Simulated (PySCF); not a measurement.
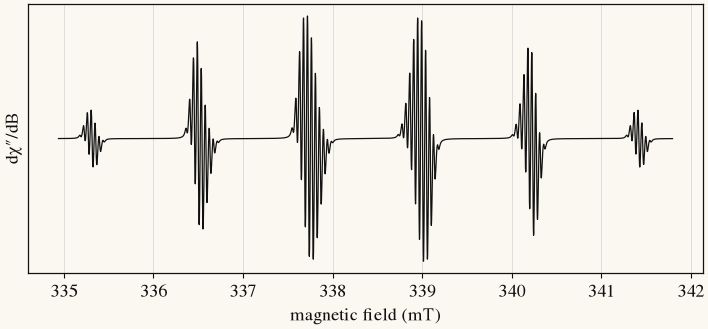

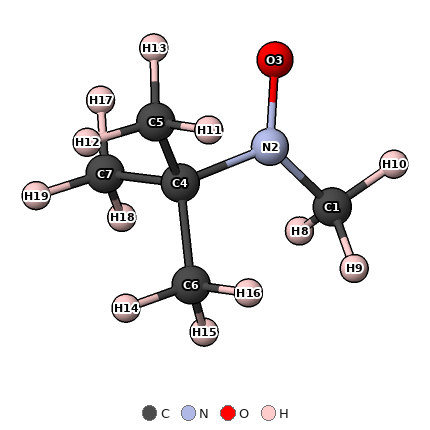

First-order isotropic EPR spectrum (fast tumbling, first derivative) of C₅H₁₂NO, SMILES CN([O])C(C)(C)C, doublet at 9.50 GHz, Lorentzian lines of 0.03 mT full width at half height, from computed g and hyperfine couplings (B3LYP/pcH-1 (IGLO-III on C, IGLO-III on N and IGLO-III on O) with PySCF 2.14.0, at a PBE0-D3(BJ)/def2-SVP geometry (no frequency check), gas phase); values of one conformer, averaged over methyl-type rotors alone; no vibrational averaging; dilute isotopes left out. The SMILES is one Lewis form and needn't show where the spin sits.

**Which couplings does the calculation give? The spectrum shows the sizes of those above the line width, not their signs.**

```tsv
nuclei	isotope	a (mT)	a (MHz)
N2	¹⁴N	1.27	35.8
H8, H9, H10	¹H	1.18	33.3
H11, H12, H13	¹H	−0.05	−1.3
H14, H15, H16	¹H	−0.04	−1.1
```

**What is the g value, and how wide is the spectrum?**

g_iso = 2.0060, which centres the spectrum at 338.4 mT; it spans 6.4 mT.
